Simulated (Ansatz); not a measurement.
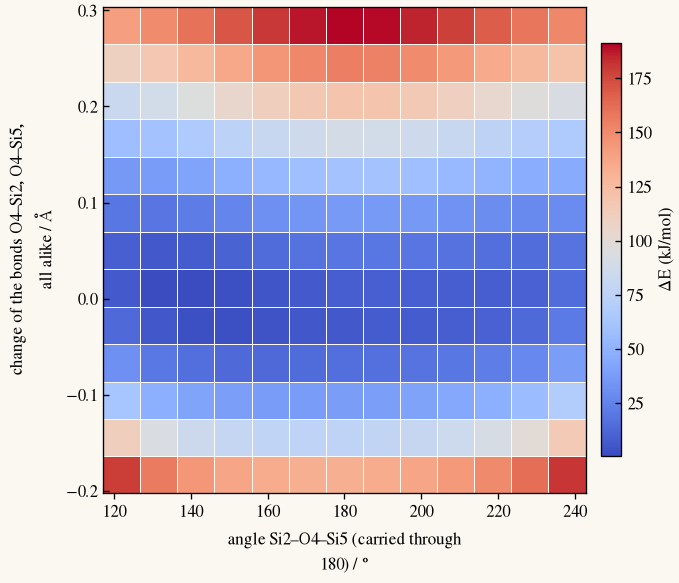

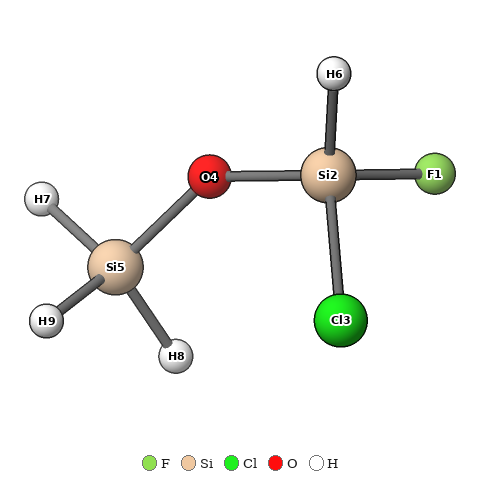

Energy landscape of ClFH₄OSi₂, SMILES F[SiH](Cl)O[SiH3]. The first coordinate is: angle Si2–O4–Si5 (carried through 180); the second: change of the bonds O4–Si2, O4–Si5, all alike. Nothing is relaxed (all other coordinates rigid). The grid has 13 × 13 points. Points are written as (first, second). Energies are in kJ/mol, from the relaxed molecule at the same level. These are results of RKS PBE-D4/def2-SVP (Ansatz 0.2.0), not measurements.

The picture shows one coloured cell a grid point. The second picture is the structure at the lowest point.

> Summarise what can be read from the map.

The lowest grid point is at (141.3°, 0.011 Å), 0.47 kJ/mol from the relaxed molecule at the same level. The highest grid point, (180.0°, 0.284 Å), lies 191 kJ/mol above the lowest.

Time for the 169 points that were run: 11 min on 1 thread of Arm Neoverse V1, on a shared host.
